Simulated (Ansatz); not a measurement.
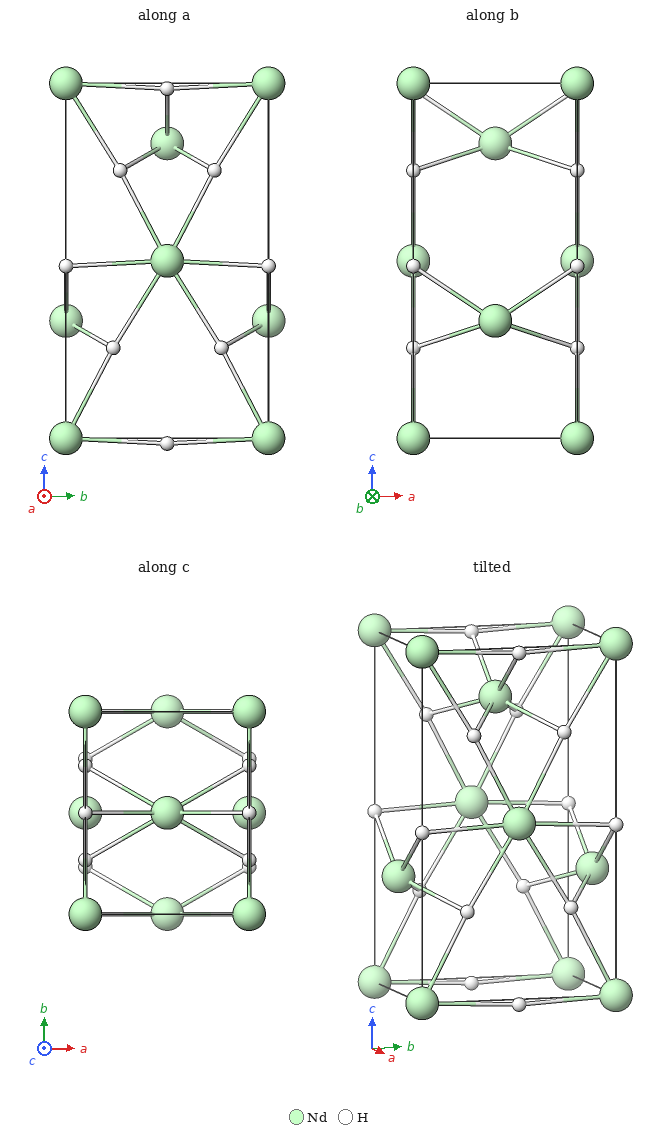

This ball-and-stick model is shown along the a axis, along the b axis, along the c axis and slightly off an axis. The wireframe shows the unit cell.

Lattice parameters: a = 3.9806 Å, b = 4.9237 Å, c = 8.6268 Å, α = 89.986°, β = 90.000°, γ = 90.001°.

Put the structure into a CIF in P1 with every atom of the cell, with free fractional coordinates to two decimals.

Answer.
```cif
data_structure
_symmetry_space_group_name_H-M 'P 1'
_symmetry_Int_Tables_number 1
_cell_length_a 3.9806
_cell_length_b 4.9237
_cell_length_c 8.6268
_cell_angle_alpha 89.986
_cell_angle_beta 90.000
_cell_angle_gamma 90.001
_cell_volume 169.08
loop_
_atom_site_label
_atom_site_type_symbol
_atom_site_fract_x
_atom_site_fract_y
_atom_site_fract_z
_atom_site_occupancy
Nd1 Nd 0.00 0.00 0.00 1
Nd2 Nd 0.00 0.50 0.50 1
Nd3 Nd 0.50 0.50 0.83 1
Nd4 Nd 0.50 0.00 0.33 1
H1 H 0.00 0.73 0.75 1
H2 H 0.00 0.23 0.25 1
H3 H 0.00 0.27 0.75 1
H4 H 0.00 0.77 0.25 1
H5 H 0.00 0.50 0.99 1
H6 H 0.00 0.00 0.49 1
```

The structure comes from a random cell made by a generator, so it need not be a real form of the compound. Relaxation method: Ansatz, DFT PBE, scalar-relativistic, plane waves, PAW; 4f electrons in the core of a trivalent norm-conserving potential.
